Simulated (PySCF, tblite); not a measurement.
# C₂H₁₃Si₄ radical: geometry, infrared bands and EPR parameters

Aim: predict the infrared bands and EPR parameters of C₂H₁₃Si₄ radical (`[CH2][Si@@H]([SiH3])[SiH2]C[SiH3]`).

Programs: tblite 0.8.0 and PySCF 2.14.0, with density-fitted response routines of our own. Each step states its level of theory. These are calculated values for one molecule in the gas phase, unless marked as measured. Atoms count from 0, in the outputs and in this text.

## (1) The starting structure

19 atoms, charge 0, multiplicity 2; geometry from: force field or distance geometry start.

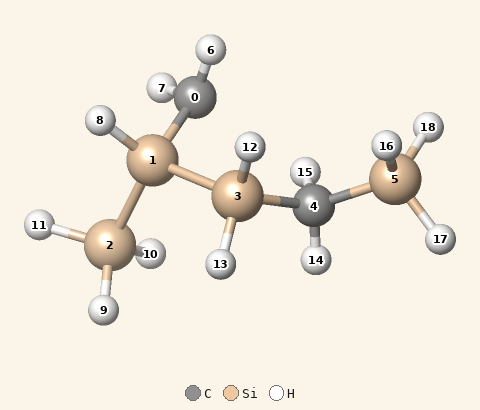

As it starts; carbon grey, silicon light orange, hydrogen white, atoms numbered.

## (2) Optimising the geometry with GFN2-xTB

Job settings and geometry (Å):

```
{"job": {"kind": "relax", "xc": "GFN2-xTB", "basis": "xTB"}, "charge": 0, "multiplicity": 2}
C     -1.028000     1.364600     1.416400
Si    -1.514400    -0.320000     0.744000
Si    -2.868700    -0.023900    -0.966500
Si     0.432100    -1.258500     0.127600
C      1.396000     0.137500    -0.649900
Si     3.200300     0.080700    -0.269500
H     -0.473500     1.289100     2.365600
H     -1.920300     2.016000     1.483700
H     -2.127200    -1.030800     1.875000
H     -2.857600    -1.112100    -1.936700
H     -2.577400     1.257500    -1.611900
H     -4.258800     0.078400    -0.436600
H      1.139000    -1.863900     1.271300
H      0.183500    -2.263100    -0.911700
H      1.201100     0.156500    -1.754300
H      0.992100     1.106300    -0.251400
H      3.565800    -0.927800     0.728200
H      3.917500    -0.068000    -1.539000
H      3.588800     1.390800     0.308400
```

The run is started by

```console
$ OMP_NUM_THREADS=1 python probes_run.py task.json out
```

One launch serves the whole session: the jobs run in the order shown.

The program printed:

```text
step      E/eV     max force
  0    -480.89645    1.984
  1    -481.09972    1.244
  2    -481.18315    0.775
  3    -481.24769    0.797
  4    -481.38012    1.105
  5    -481.46911    0.995
  6    -481.49742    0.395
  7    -481.51743    0.408
  8    -481.53629    0.535
  9    -481.55495    0.498
 10    -481.57012    0.385
 11    -481.57781    0.185
 12    -481.58294    0.214
 13    -481.58937    0.230
 14    -481.59725    0.249
 15    -481.60562    0.248
 16    -481.61338    0.346
 17    -481.62021    0.182
 18    -481.62580    0.172
 19    -481.63051    0.236
 20    -481.63572    0.262
 21    -481.64215    0.255
 22    -481.65039    0.239
 23    -481.65960    0.221
 24    -481.66582    0.121
 25    -481.66885    0.129
 26    -481.67159    0.229
 27    -481.67522    0.193
 28    -481.68165    0.176
 29    -481.68733    0.226
 30    -481.69080    0.201
 31    -481.69506    0.181
 32    -481.70279    0.226
 33    -481.70680    0.190
 34    -481.71375    0.200
 35    -481.71695    0.109
 36    -481.71888    0.151
 37    -481.72098    0.174
 38    -481.72454    0.186
 39    -481.72759    0.176
 40    -481.73064    0.158
 41    -481.73318    0.139
 42    -481.73394    0.205
 43    -481.73652    0.108
 44    -481.73821    0.113
 45    -481.74044    0.077
 46    -481.74133    0.106
 47    -481.74263    0.083
 48    -481.74380    0.143
 49    -481.74476    0.069
 50    -481.74539    0.063
 51    -481.74598    0.052
 52    -481.74642    0.042
 53    -481.74687    0.045
 54    -481.74723    0.039
 55    -481.74757    0.039
 56    -481.74794    0.044
 57    -481.74841    0.052
 58    -481.74879    0.049
 59    -481.74903    0.083
 60    -481.74928    0.034
 61    -481.74950    0.034
 62    -481.74974    0.043
 63    -481.75016    0.040
 64    -481.75055    0.041
 65    -481.75093    0.046
 66    -481.75129    0.046
 67    -481.75166    0.043
 68    -481.75201    0.041
 69    -481.75236    0.043
 70    -481.75280    0.055
 71    -481.75347    0.065
 72    -481.75447    0.076
 73    -481.75572    0.082
 74    -481.75683    0.068
 75    -481.75772    0.075
 76    -481.75866    0.081
 77    -481.75986    0.105
 78    -481.76124    0.077
 79    -481.76266    0.089
 80    -481.76393    0.098
 81    -481.76532    0.108
 82    -481.76637    0.088
 83    -481.76724    0.069
 84    -481.76772    0.050
 85    -481.76816    0.063
 86    -481.76883    0.065
 87    -481.77012    0.083
 88    -481.77161    0.079
 89    -481.77327    0.091
 90    -481.77480    0.103
 91    -481.77668    0.108
 92    -481.77950    0.169
 93    -481.78384    0.216
 94    -481.78810    0.340
 95    -481.78695    0.362
 96    -481.79863    0.132
 97    -481.80257    0.104
 98    -481.80832    0.118
 99    -481.80972    0.090
100    -481.81140    0.097
101    -481.81401    0.132
102    -481.81599    0.103
103    -481.81779    0.076
104    -481.81927    0.076
105    -481.82062    0.100
106    -481.82227    0.126
107    -481.82417    0.121
108    -481.82589    0.105
109    -481.82692    0.053
110    -481.82739    0.041
111    -481.82773    0.042
112    -481.82812    0.093
113    -481.82857    0.081
114    -481.82917    0.065
115    -481.82957    0.033
116    -481.82984    0.030
117    -481.83002    0.031
118    -481.83017    0.026
119    -481.83039    0.027
120    -481.83070    0.033
121    -481.83110    0.038
122    -481.83148    0.039
123    -481.83173    0.033
124    -481.83190    0.027
125    -481.83208    0.034
126    -481.83233    0.040
127    -481.83265    0.045
128    -481.83296    0.042
129    -481.83320    0.025
130    -481.83334    0.019
131    -481.83342    0.017
132    -481.83348    0.017
133    -481.83354    0.017
134    -481.83362    0.023
135    -481.83373    0.029
136    -481.83389    0.034
137    -481.83407    0.033
138    -481.83427    0.033
139    -481.83442    0.025
140    -481.83451    0.023
141    -481.83459    0.022
142    -481.83468    0.024
143    -481.83479    0.023
144    -481.83491    0.030
145    -481.83502    0.024
146    -481.83510    0.013
147    -481.83514    0.014
148    -481.83517    0.015
149    -481.83521    0.014
150    -481.83526    0.012
151    -481.83531    0.012
152    -481.83535    0.015
153    -481.83539    0.020
154    -481.83544    0.020
155    -481.83551    0.019
156    -481.83558    0.021
157    -481.83562    0.015
158    -481.83565    0.010
159    -481.83568    0.014
160    -481.83572    0.017
161    -481.83577    0.023
162    -481.83584    0.025
163    -481.83592    0.021
164    -481.83602    0.021
165    -481.83613    0.023
166    -481.83626    0.037
167    -481.83642    0.052
168    -481.83660    0.053
169    -481.83679    0.038
170    -481.83697    0.030
171    -481.83713    0.024
172    -481.83730    0.037
173    -481.83750    0.041
174    -481.83777    0.045
175    -481.83809    0.043
176    -481.83846    0.037
177    -481.83881    0.035
178    -481.83911    0.039
179    -481.83935    0.037
180    -481.83952    0.029
181    -481.83965    0.036
182    -481.83979    0.024
183    -481.83997    0.021
184    -481.84010    0.022
185    -481.84029    0.026
186    -481.84041    0.024
187    -481.84051    0.018
188    -481.84058    0.015
189    -481.84062    0.015
190    -481.84065    0.012
191    -481.84067    0.008
```

Run time: 2.2 s. Hardware: 1 thread of INTEL XEON PLATINUM 8581C at 2.10GHz, shared host.

Step by step: (not every step is listed)

| step | energy from step 0 (eV) | largest force (eV/Å) |
| --- | --- | --- |
| 0 | 0.0000 | 1.9837 |
| 1 | -0.2033 | 1.2440 |
| 2 | -0.2867 | 0.7749 |
| 3 | -0.3512 | 0.7966 |
| 4 | -0.4837 | 1.1053 |
| 5 | -0.5727 | 0.9952 |
| 6 | -0.6010 | 0.3948 |
| 7 | -0.6210 | 0.4081 |
| 8 | -0.6398 | 0.5346 |
| 25 | -0.7724 | 0.1285 |
| 42 | -0.8375 | 0.2046 |
| 59 | -0.8526 | 0.0828 |
| 76 | -0.8622 | 0.0806 |
| 93 | -0.8874 | 0.2161 |
| 110 | -0.9309 | 0.0409 |
| 127 | -0.9362 | 0.0455 |
| 144 | -0.9385 | 0.0298 |
| 161 | -0.9393 | 0.0229 |
| 178 | -0.9427 | 0.0387 |
| 186 | -0.9440 | 0.0241 |
| 187 | -0.9441 | 0.0182 |
| 188 | -0.9441 | 0.0152 |
| 189 | -0.9442 | 0.0147 |
| 190 | -0.9442 | 0.0122 |
| 191 | -0.9442 | 0.0083 |

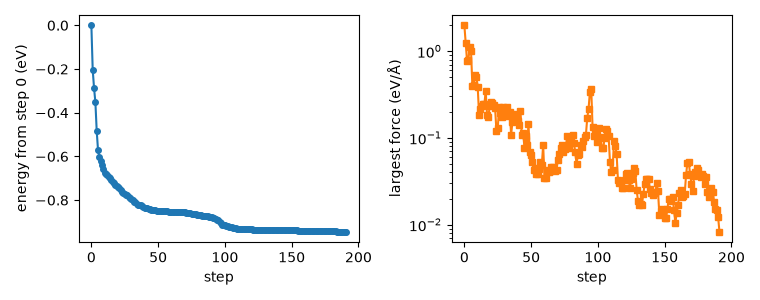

Energy and force, step by step.

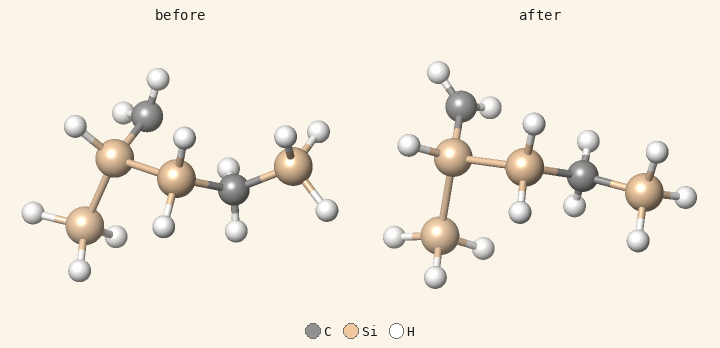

The geometry before (left) and after (right).

Distances of close pairs at the start and the end, largest changes first:

| bond | before (Å) | after (Å) | change (Å) |
| --- | --- | --- | --- |
| Si1–Si2 | 2.202 | 2.339 | +0.137 |
| Si1–Si3 | 2.247 | 2.348 | +0.101 |
| C0–Si1 | 1.878 | 1.815 | -0.063 |
| C4–Si5 | 1.845 | 1.897 | +0.053 |
| Si3–C4 | 1.866 | 1.902 | +0.036 |
| C4–H15 | 1.123 | 1.091 | -0.032 |
| C4–H14 | 1.122 | 1.091 | -0.030 |
| C0–H7 | 1.107 | 1.078 | -0.029 |

The next job starts from the end point, and lists it.

## (3) Vibrational analysis with GFN2-xTB

Job settings and geometry (Å):

```
{"job": {"kind": "ir", "xc": "GFN2-xTB", "basis": "xTB"}, "charge": 0, "multiplicity": 2}
C     -1.726528     1.114262     1.961809
Si    -1.674187    -0.370068     0.918225
Si    -2.670136     0.022788    -1.161581
Si     0.522268    -1.086282     0.496365
C      1.487733     0.381095    -0.232712
Si     3.239979    -0.010413    -0.846583
H     -2.157316     1.138805     2.947268
H     -1.304152     2.052793     1.642531
H     -2.390904    -1.459868     1.613369
H     -2.589210    -1.153727    -2.033285
H     -1.985028     1.108912    -1.868841
H     -4.083362     0.392564    -1.081706
H      1.233534    -1.571782     1.686440
H      0.551939    -2.191325    -0.476808
H      0.914404     0.800164    -1.061388
H      1.542731     1.168891     0.519413
H      4.046942    -0.534486     0.256704
H      3.164425    -1.002166    -1.921177
H      3.867063     1.209093    -1.365506
```

The program printed:

```text
mode    cm-1     km/mol
  1      16.7      0.01
  2      34.5      0.24
  3      42.5      0.03
  4      65.0      1.19
  5      98.4      0.14
  6     113.6      0.08
  7     120.9      4.35
  8     159.4      2.32
  9     177.5      8.83
 10     188.5      5.81
 11     360.3     13.65
 12     375.7      7.77
 13     406.4     30.47
 14     417.8     17.35
 15     429.3     31.23
 16     486.8     10.42
 17     506.7     90.32
 18     512.2     93.72
 19     532.5      4.79
 20     586.9    109.33
 21     594.9    140.30
 22     647.6    482.26
 23     691.6     84.72
 24     718.0     88.78
 25     742.9    150.26
 26     769.9    543.28
 27     780.1     88.94
 28     794.0    323.98
 29     797.0    253.11
 30     805.8    401.87
 31     812.6    104.09
 32     815.6    125.80
 33     824.3    211.10
 34     893.3     10.68
 35    1026.6      2.29
 36    1140.7    130.65
 37    1407.0      0.77
 38    1460.4      0.29
 39    2097.5    369.19
 40    2157.7    205.46
 41    2194.8    187.86
 42    2219.4    318.68
 43    2225.3    259.12
 44    2238.6    474.57
 45    2252.4    300.43
 46    2256.1    391.15
 47    2259.0    252.43
 48    2960.2     39.82
 49    2975.5     16.05
 50    3078.7     13.97
 51    3116.7     26.88
```

Wall time 1.2 s (1 thread of INTEL XEON PLATINUM 8581C at 2.10GHz, shared host).

The strongest bands and the atoms that carry them (share of the mass-weighted mode):

| cm⁻¹ | km/mol | atoms |
| --- | --- | --- |
| 648 | 482.3 | H13 36 %, H12 28 %, Si3 19 % |
| 770 | 543.3 | H10 25 %, H11 24 %, H9 24 % |
| 794 | 324.0 | H16 41 %, H18 33 % |
| 806 | 401.9 | H12 22 %, H13 22 % |
| 2098 | 369.2 | H8 96 % |
| 2219 | 318.7 | H9 89 % |
| 2239 | 474.6 | H18 92 % |
| 2256 | 391.1 | H17 89 % |

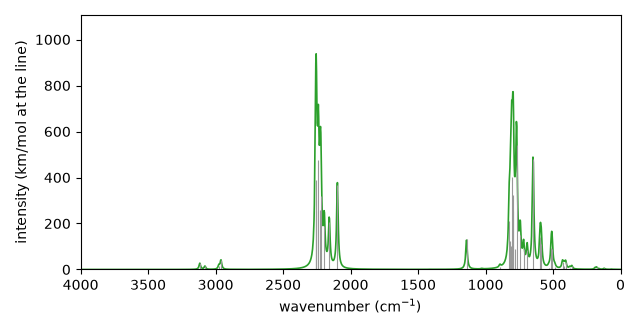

The infrared spectrum from these modes, unscaled. Lines are broadened to a width of 14 cm⁻¹ (Lorentzian).

## (4) EPR parameters: B3LYP/pcH-1

Settings changed since step 3:

```diff
@@ -1,2 +1,2 @@
-{"job": {"kind": "ir", "xc": "GFN2-xTB", "basis": "xTB"}, "charge": 0, "multiplicity": 2}
+{"job": {"kind": "epr", "basis": "pcH-1"}, "charge": 0, "multiplicity": 2}
 C     -1.726528     1.114262     1.961809
```

Level: UKS B3LYP, pcH-1 on C H Si, non-relativistic, mean-field spin-orbit, GIAO.

The program printed:

```text
UKS, coarse grid
  cycle   1  E = -1241.95067003  |g| = 3.78e-01
  cycle   2  E = -1241.89932873  |g| = 4.63e-01
  cycle   3  E = -1242.01541485  |g| = 5.53e-02
  cycle   4  E = -1242.01738273  |g| = 1.43e-02
  cycle   5  E = -1242.01754242  |g| = 4.16e-03
  cycle   6  E = -1242.01755996  |g| = 1.79e-03
  cycle   7  E = -1242.01756372  |g| = 7.98e-04
UKS, final grid
  cycle   1  E = -1242.01754828  |g| = 9.81e-04
  cycle   2  E = -1242.01754782  |g| = 1.34e-03
  cycle   3  E = -1242.01754885  |g| = 9.25e-05
  cycle   4  E = -1242.01754885  |g| = 2.89e-05
E = -1242.01754885 Eh   <S^2> = 0.7543 (exact 0.7500)
g shifts (ppm)      1          2          3
  rmc          -132       -132       -132
  gc              8         18         21
  oz_so           9        470        898
  total        -115        355        787
hyperfine (MHz)  atom isotope    a_iso     a_fc   dipolar eigenvalues
    0   13C      78.14      78.23    -73.48    -72.79    146.27
    1  29Si      50.88      50.98     -3.10      0.31      2.79
    2  29Si     -66.54     -66.61    -13.26      6.35      6.92
    3  29Si     -73.40     -73.49    -16.21      7.84      8.37
    4   13C      -1.22      -1.22     -0.45     -0.10      0.55
    5  29Si      -1.60      -1.60     -0.22      0.08      0.14
    6    1H     -56.71     -56.73    -35.57     -0.64     36.21
    7    1H     -55.48     -55.50    -35.38     -0.75     36.14
    8    1H       1.05       1.05     -2.74     -2.53      5.27
    9    1H      14.37      14.37     -1.39     -0.54      1.93
   10    1H      -1.34      -1.35     -1.55     -1.01      2.56
   11    1H      -1.78      -1.79     -1.73     -0.97      2.70
   12    1H       0.02       0.02     -1.72     -0.88      2.59
   13    1H      15.62      15.62     -1.53     -0.51      2.05
   14    1H       0.69       0.69     -1.12     -0.89      2.02
   15    1H      -0.20      -0.20     -1.76     -1.42      3.19
   16    1H       0.01       0.01     -0.38     -0.33      0.71
   17    1H       0.28       0.28     -0.36     -0.29      0.65
   18    1H       1.44       1.44     -0.31     -0.27      0.58
```

Run time: 1.7 min. Hardware: 1 thread of INTEL XEON PLATINUM 8581C at 2.10GHz, shared host; peak memory 1.1 GiB.

Principal g values 2.00220, 2.00267, 2.00311; g(iso) = 2.00266, against 2.00232 for a free electron.

Mean a(iso) over the nuclei that a row names, and the largest dipolar term of the row (other rows stand at the frozen geometry):

| nuclei | isotope | a(iso) (MHz) | a(iso) (G, at g = 2.0023) | largest dipolar term (MHz) |
| --- | --- | --- | --- | --- |
| C0 | 13C | 78.1 | 27.9 | 146.3 |
| Si3 | 29Si | -73.4 | -26.2 | -16.2 |
| Si2 | 29Si | -66.5 | -23.7 | -13.3 |
| H6, H7 | 1H | -56.1 | -20.0 | 36.2 |
| Si1 | 29Si | 50.9 | 18.2 | -3.1 |
| H13 | 1H | 15.6 | 5.6 | 2.0 |
| H9, H10, H11 | 1H | 3.7 | 1.3 | 2.7 |
| Si5 | 29Si | -1.6 | -0.6 | -0.2 |
| C4 | 13C | -1.2 | -0.4 | 0.6 |
| H8 | 1H | 1.1 | 0.4 | 5.3 |
| H14 | 1H | 0.7 | 0.2 | 2.0 |
| H16, H17, H18 | 1H | 0.6 | 0.2 | 0.7 |
| H15 | 1H | -0.2 | -0.1 | 3.2 |
| H12 | 1H | 0.0 | 0.0 | 2.6 |

Mulliken spin populations:

C0 1.00; Si1 -0.06; Si2 0.05; Si3 0.06; C4 0.00; Si5 0.00; H6 -0.04; H7 -0.04; H8 0.00; H9 0.01; H10 0.00; H11 0.00; H12 0.00; H13 0.01; H14 0.00; H15 0.00; H16 0.00; H17 0.00; H18 0.00

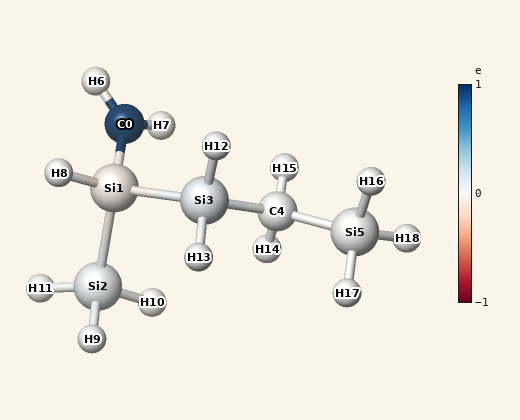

Mulliken spin populations, as colours on the atoms.

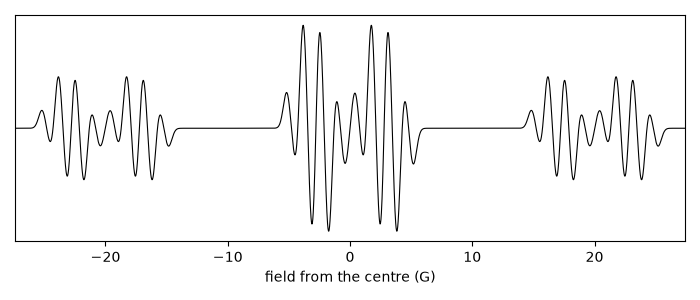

First-order isotropic spectrum (first derivative, main isotopes with spin only, couplings over 0.8 MHz, Gaussian width 0.3 G; couplings of the frozen geometry, rotation of groups not averaged beyond the rows shown).

The fields below are evaluated on a grid from the run's orbitals.

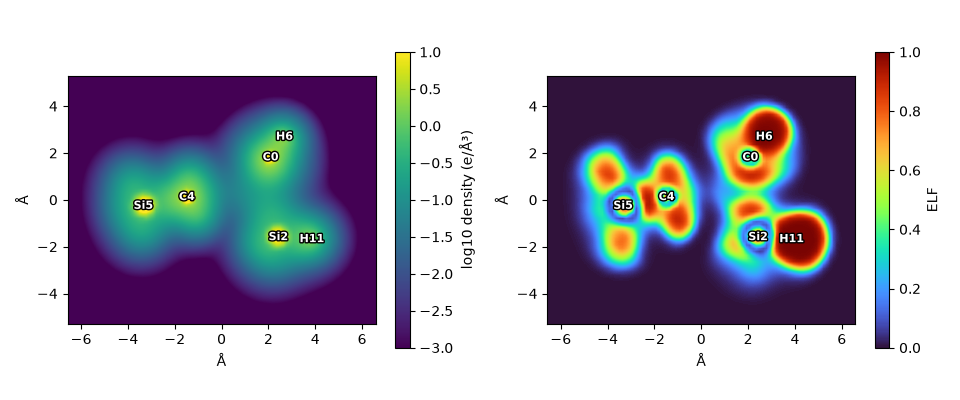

Density (left) and ELF (right) in a plane through or near 6 of the atoms.

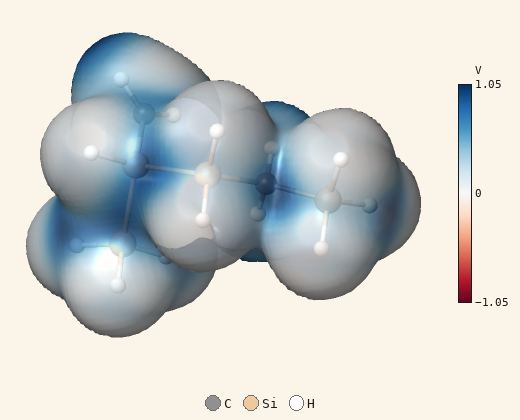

The potential that a unit positive charge feels on the 0.002 e/bohr³ surface, from -0.06 to 1.05 V.

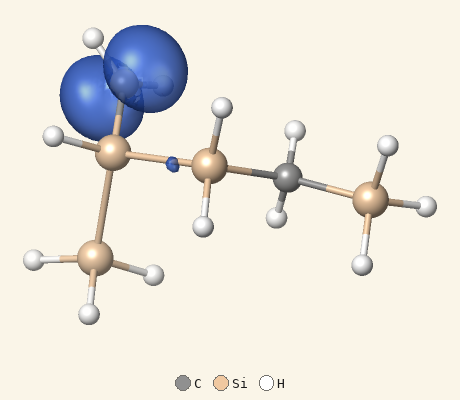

Spin density at ±0.04 e/Å³ (alpha excess blue, beta excess red).

## (5) What came out

| quantity | value |
| --- | --- |
| strongest single infrared mode (GFN2-xTB) | 770 cm⁻¹, 543 km/mol |
| zero-point energy (GFN2-xTB) | 76.3 kcal/mol |
| g(iso) (B3LYP) | 2.00266 |
| ⟨S²⟩ | 0.754 (exact 0.75) |
| largest a(iso) (averaged by class) | 13C on C0, 78.1 MHz |
| potential on the surface of density 0.002 e/bohr³, 1st and 99th percentile | -0.06 V and 1.05 V |

**Reading.** The optimisation took 191 steps and gained 0.944 eV; among the close pairs (by a distance rule), Si1–Si2 changed most, from 2.202 to 2.339 Å. No mode is imaginary among the 51: a minimum at this level. The strongest single mode, at 770 cm⁻¹, has its largest shares on H10, H11 and H9 (the list is cut at 3 atoms). GFN2-xTB is a fitted tight-binding method: band positions and strengths are rough. Its intensities can rank the bands wrongly. C0 carries the largest spin population, 1.00 e. The isotropic g lies 0.3 ppt above the free-electron value. These values are for one conformer; the search (at its own cheap level) found 2 more, at 0.19, 0.20 kcal/mol, and measured spectra average over such forms.
